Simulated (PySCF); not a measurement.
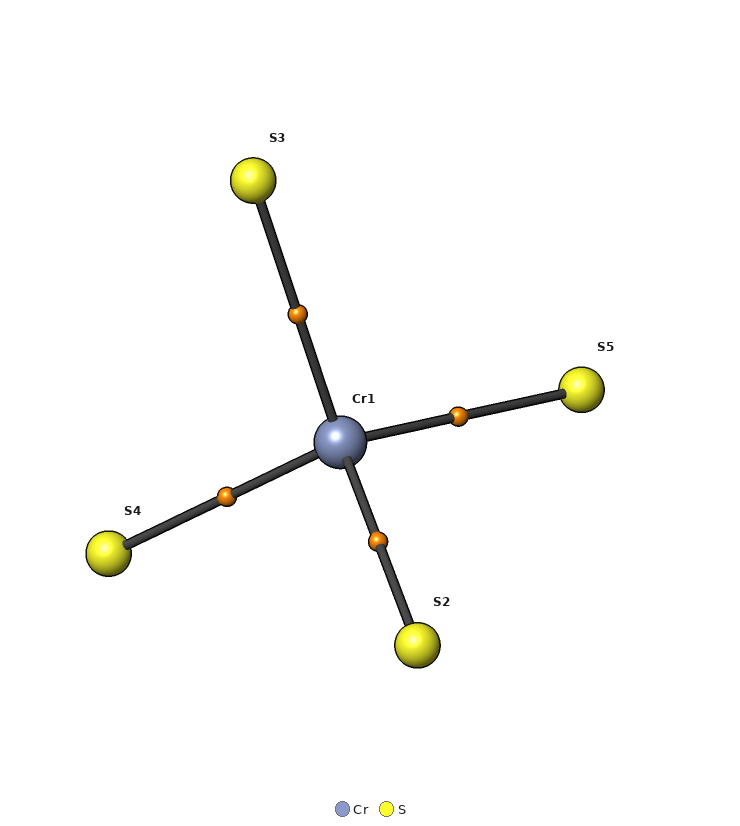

Figure. [CrS4]2- (CrS4, charge −2). Molecular graph of the electron density (QTAIM): bond paths, bond critical points (orange), ring points (yellow, if any); weak paths are dashed.

Level of theory: B3LYP/def2-SVPD (PySCF), at a geometry from GFN2-xTB. The highest occupied orbitals have positive energy: in the gas phase this ion holds its electrons only through the finite basis. This is a single-reference result, which may miss multireference character in this system. No frequency check shows the geometry to be a minimum. GFN2-xTB bond lengths at metals and heavier atoms can be off by up to 0.1 Å and shapes distorted, which carries into these values.

Input script:

```python
import numpy as np
from pyscf import gto, scf, dft
from pyscf.scf import atom_ks, atom_hf
from scipy.linalg import block_diag

def solve(mol, dm0=None, hcore=None):
    mf = (dft.UKS if mol.spin else dft.RKS)(mol, xc='b3lyp')
    mf.grids.level = 3
    mf = mf.density_fit(auxbasis='def2-universal-jkfit')
    mf.conv_tol, mf.max_cycle = 1e-8, 80
    if hcore is not None:
        mf.get_hcore = lambda *args: hcore
    mf.kernel(dm0)
    if not mf.converged:
        mf = mf.newton().run(mf.mo_coeff, mf.mo_occ, max_cycle=30)
    assert mf.converged, 'SCF not converged'
    return mf

mol = gto.M(atom='''
Cr    -0.00076     0.00042     0.00256
S     -0.55917    -1.61271    -1.20574
S      0.56000     1.61207    -1.20607
S      1.61566    -0.55849     1.20423
S     -1.61535     0.55851     1.20374
''', basis='def2-svpd', charge=-2, spin=0, verbose=4)
mf = solve(mol)
mf.analyze()
# spherically averaged free atoms, for the promolecule
atm = atom_ks.get_atm_nrks(mol, xc='b3lyp')
pro = block_diag(*[(atm[a[0]][2] * atm[a[0]][3]) @ atm[a[0]][2].T for a in mol._atom])
np.savez('result.npz', e=mf.e_tot, c=mf.mo_coeff, occ=mf.mo_occ, eps=mf.mo_energy, pro=pro, dip=mf.dip_moment(verbose=0), s2=mf.spin_square()[0])
```

Command:

```sh
OMP_NUM_THREADS=1 python input.py
```

The run took 110 s on 1 thread of Arm Neoverse V1 (shared host), peak memory 0.57 GiB.

Partitions, critical points and surface values were worked out afterwards from this run's density.

How many critical points of each kind are there, and does the count close?

5 nuclei, 4 bond, 0 ring and 0 cage critical points: 5 − 4 + 0 − 0 = 1, as the Poincaré–Hopf relation requires.

What does the calculation give at each kind of bond critical point?

```json
{"bond": "Cr1–S5 (4 alike)", "length (Å)": "2.088", "ρ (a.u.)": "0.124", "∇²ρ (a.u.)": "+0.15", "ε": "0.00", "H (a.u.)": "−0.057"}
```

What kind of interaction is Cr1–S5?

Polar or intermediate (positive Laplacian, negative energy density H): ρ = 0.124, ∇²ρ = +0.15, H = −0.057 a.u.
